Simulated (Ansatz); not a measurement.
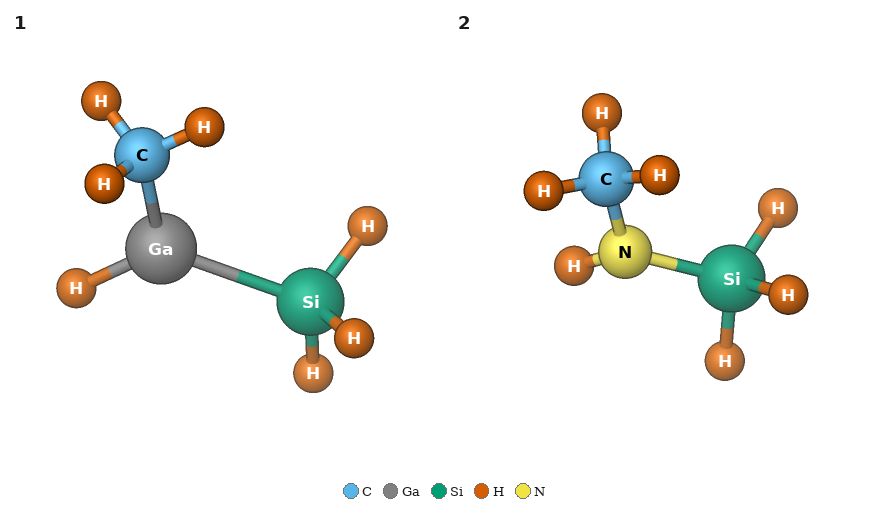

2 molecules with one skeleton, seen from the same side and at one scale. Each species is neutral and a spin singlet. Computed geometries: PBE0-D4/def2-TZVP optimisations, one conformation each. Properties computed with Ansatz 0.2.0.

One atom differs, called X below: Ga in panel 1, N in panel 2. Their formulas are CH7GaSi (`[CH3][GaH][SiH3]`), CH7NSi (`CN[SiH3]`).

Question: In which is the length of X–C larger (PBE0-D4/def2-TZVP)?

Answer: In panel 1 (X = Ga).

Question: In which is the HOMO–LUMO gap larger (ωB97M-V/def2-SVP)?

Answer: In panel 2 (X = N).

Give the values. With PBE0-D4/def2-TZVP: length of X–C (Å), length of X–H (Å), length of X–Si (Å), angle C–X–H (°). With ωB97M-V/def2-SVP: HOMO energy (Kohn–Sham orbital) (eV), HOMO–LUMO gap (eV). With ωB97M-V/def2-TZVPP: dipole moment (D).

```tsv
quantity	1 (Ga)	2 (N)	2 − 1
length of X–C (Å)	1.971	1.447	−0.524
length of X–H (Å)	1.578	1.007	−0.571
length of X–Si (Å)	2.419	1.716	−0.703
angle C–X–H (°)	118.1	113.7	−4.4
HOMO energy (Kohn–Sham orbital) (eV)	−9.33	−8.95	+0.38
HOMO–LUMO gap (eV)	9.32	11.82	+2.50
dipole moment (D)	0.84	1.28	+0.44
```
